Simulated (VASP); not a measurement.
Here is the system:

```xyz
3
Lattice="0.0000 3.3698 3.3698 3.3698 0.0000 3.3698 3.3698 3.3698 0.0000" Properties=species:S:1:pos:R:3 pbc="T T T"
Mg     1.6849     1.6849     1.6849
Mg     5.0547     5.0547     5.0547
Sn     3.3698     0.0000     3.3698
```

Computed with PBE GGA with D3 dispersion (zero damping), VASP's PBE PAW potentials (set 64) (plane waves; VASP). Numerical set-up: 520 eV cut-off, 9×9×9 Γ-centred mesh, tetrahedra with Blöchl corrections, potentials Mg Sn_d.

Unless said otherwise, spin-orbit coupling is left out, though it shifts the bands of the heavy elements here.

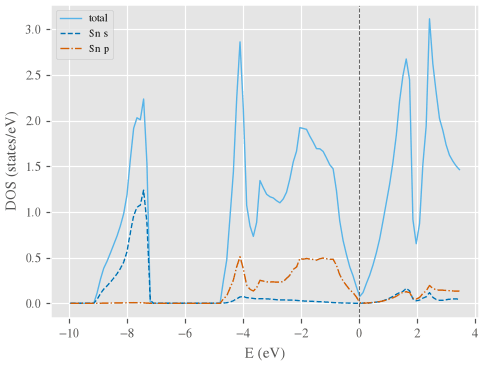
Figure. Total and projected density of states, zero at the Fermi level

Within 2 eV below the Fermi level the largest weight inside VASP's projection spheres is Sn p.

It has no gap at this level: it comes out as a metal or semimetal.

The compound is Mg2Sn in the antifluorite structure. It was relaxed first.
